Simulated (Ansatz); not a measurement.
# BHLYP/cc-pVDZ run of BSiN2H5 (SMILES N[SiH]1BN1)

Aim: the energy change on altering one bond length of BSiN2H5 at BHLYP/cc-pVDZ, from 2 runs. 

The calculation is run with Ansatz 0.2.0.

61 further runs of the same task are left out: 61 set aside as unsound or not needed.

## (1) Starting point

BSiN2H5 has 9 atoms, charge 0, and is taken as a singlet. SMILES: `N[SiH]1BN1`. The coordinates come from a PBE0-D4/def2-TZVP relaxation. This is one conformer, not always the lowest.

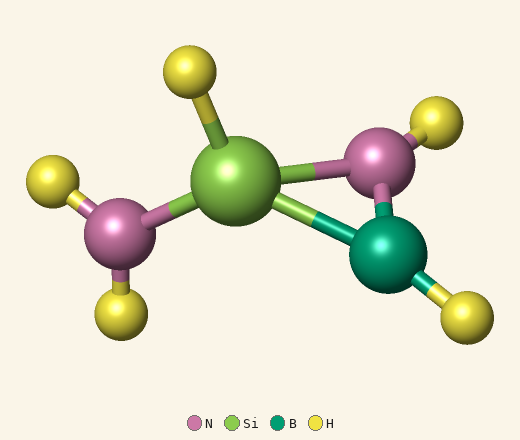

The structure, seen from a chosen angle (nitrogen pink, silicon green, boron teal, hydrogen yellow).

## (2) The energy at BHLYP/cc-pVDZ

File in.yaml:

```yaml
basis:
  gaussian: {orbitals: cc-pVDZ}
crystal:
  periodic: [false, false, false]
  atoms:
    - {symbol: "N", position_ang: [-0.637800, 1.588100, 0.218200]}
    - {symbol: Si, position_ang: [0.258900, 0.175500, 0.530500]}
    - {symbol: B, position_ang: [-0.233900, -1.625800, 0.110200]}
    - {symbol: "N", position_ang: [0.650500, -0.971600, -0.738400]}
    - {symbol: H, position_ang: [-0.221300, 2.503300, 0.212900]}
    - {symbol: H, position_ang: [-1.561800, 1.577300, -0.177300]}
    - {symbol: H, position_ang: [1.441200, 0.620900, 1.305200]}
    - {symbol: H, position_ang: [-0.741300, -2.702400, 0.114400]}
    - {symbol: H, position_ang: [1.134000, -1.211600, -1.592900]}
magnetization: {spin_polarized: false}
hamiltonian: {xc: {name: BHLYP}}
accuracy: high
output: {orbitals: {seedname: orbitals}}
```

Started as:

```sh
ansatz run in.yaml --threads 1 --pin off --max-ram 3480MiB --events-out events.jsonl --progress --plain --runs-dir runs
```

Log:

```text
Warning: RAYON_NUM_THREADS=1 ignored (pool sized by the plan → 1); use --threads N
Functional definition: BHLYP
  name "BHLYP"
  parameter a = 0.5
  exchange = (1 - a)*b88_x + a*exact_x
  correlation = lyp_c
1994 factors; integrals over basis functions are off by at most 3.8e-9 eV
mean field evaluation 1: about -11606.7024 eV, gradient 5.8e1 eV
mean field evaluation 2: about -11605.3603 eV, gradient 6.1e1 eV
mean field evaluation 4: about -11613.3179 eV, gradient 2.6e0 eV
mean field evaluation 8: about -11613.7415 eV, gradient 2.0e-1 eV
mean field evaluation 16: about -11613.7417 eV, gradient 6.0e-5 eV
mean field -11613.74167416 eV, -426.7971344484 hartree, gradient 2.6e-8 eV, S^2 0.000000; 0 other end points of the search recorded, 0 dependent functions left out
reference -11613.74170153 eV, -426.7971354543 hartree; 19, 19 occupied and 66, 66 virtual orbitals, 1994 factors
Total energy: -11613.74170153 eV, -426.7971354543 hartree
```

Run time: 9 s. Hardware: 1 thread of Arm Neoverse V1, shared host; peak memory 0.27 GiB.

## (3) The distorted shape at the same level

File molecule.yaml:

```yaml
basis:
  gaussian:
    orbitals: cc-pVDZ
crystal:
  periodic: [false, false, false]
  atoms:
    - {symbol: N, position_ang: [-1.086148, 2.294396, 0.062051]}
    - {symbol: Si, position_ang: [0.258900, 0.175500, 0.530500]}
    - {symbol: B, position_ang: [-0.233900, -1.625800, 0.110200]}
    - {symbol: N, position_ang: [0.650500, -0.971600, -0.738400]}
    - {symbol: H, position_ang: [-0.669648, 3.209596, 0.056751]}
    - {symbol: H, position_ang: [-2.010148, 2.283596, -0.333449]}
    - {symbol: H, position_ang: [1.441200, 0.620900, 1.305200]}
    - {symbol: H, position_ang: [-0.741300, -2.702400, 0.114400]}
    - {symbol: H, position_ang: [1.134000, -1.211600, -1.592900]}
hamiltonian:
  xc: {name: BHLYP}
accuracy: high
output:
  orbitals: {seedname: orbitals}
```

Started as:

```sh
ansatz run molecule.yaml --threads 1 --pin off --max-ram 3480MiB --events-out events.jsonl --progress --plain --runs-dir runs
```

Log:

```text
Warning: RAYON_NUM_THREADS=1 ignored (pool sized by the plan → 1); use --threads N
[... 5 set-up lines as earlier in the session ...]
1946 factors; integrals over basis functions are off by at most 3.7e-9 eV
mean field evaluation 1: about -11600.9753 eV, gradient 6.4e1 eV
mean field evaluation 2: about -11576.7075 eV, gradient 1.1e2 eV
mean field evaluation 4: about -11609.7193 eV, gradient 9.2e0 eV
mean field evaluation 8: about -11610.3148 eV, gradient 1.8e0 eV
mean field evaluation 16: about -11610.3269 eV, gradient 1.3e-3 eV
mean field -11610.32693624 eV, -426.6716451445 hartree, gradient 6.6e-8 eV, S^2 0.000000; 0 other end points of the search recorded, 0 dependent functions left out
reference -11610.32696507 eV, -426.6716462042 hartree; 19, 19 occupied and 66, 66 virtual orbitals, 1946 factors
Total energy: -11610.32696507 eV, -426.6716462042 hartree
```

It took 9.3 s on 1 thread of Arm Neoverse V1, shared host; peak memory 0.26 GiB.

## (4) Outcome

At BHLYP/cc-pVDZ:

```
                                                          quantity          value
                                         first shape: total energy  -426.79714 Eh
                                          first shape: HOMO energy       -7.50 eV
                                          first shape: LUMO energy        1.28 eV
                                        first shape: HOMO–LUMO gap        8.77 eV
                                     distorted shape: total energy  -426.67165 Eh
                                      distorted shape: HOMO energy       -6.45 eV
                                      distorted shape: LUMO energy       -0.50 eV
                                    distorted shape: HOMO–LUMO gap        5.96 eV
energy change with the N1–Si2 bond stretched from 1.702 to 2.553 Å       3.415 eV
```

In words: With the N1–Si2 bond stretched from 1.702 to 2.553 Å the energy rises by 3.41 eV (79 kcal/mol). The first shape isn't relaxed at this level, so the change isn't measured from a minimum.
